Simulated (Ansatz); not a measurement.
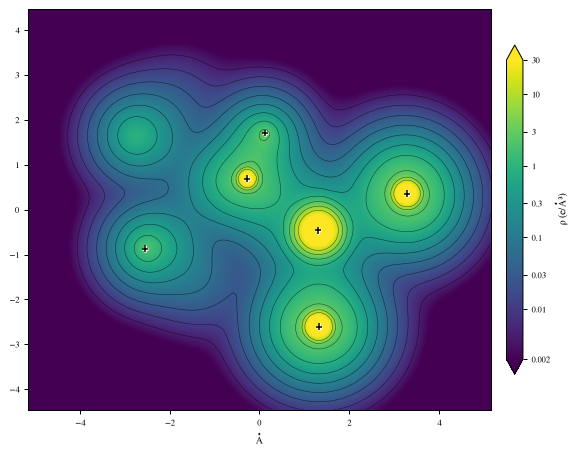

The total electron density on a plane through atoms (crosses mark nuclei in the plane).

Method: Ansatz 0.2.0, RKS PBE0-D4/def2-TZVPP.

Candidates:
A. C4H9Cl3Sn (SMILES C[C](C)(C)[Sn]([Cl])([Cl])[Cl])
B. C2H6ClF3O2W (SMILES C[O][W]([F])([F])([F])([Cl])[O]C)
C. C5H11Cl2Ga (SMILES CC(C)(C)[CH2][Ga]([Cl])[Cl])

### Which system is this?

Candidate C: C5H11Cl2Ga on the plane of atoms Ga6, C5 and H19, which holds C, Ga, Cl and H. C–Ga (1.96 Å): ρ at the midpoint is about 0.8 e/Å³. Ga–Cl (2.14 Å): ρ at the midpoint is about 0.72 e/Å³.
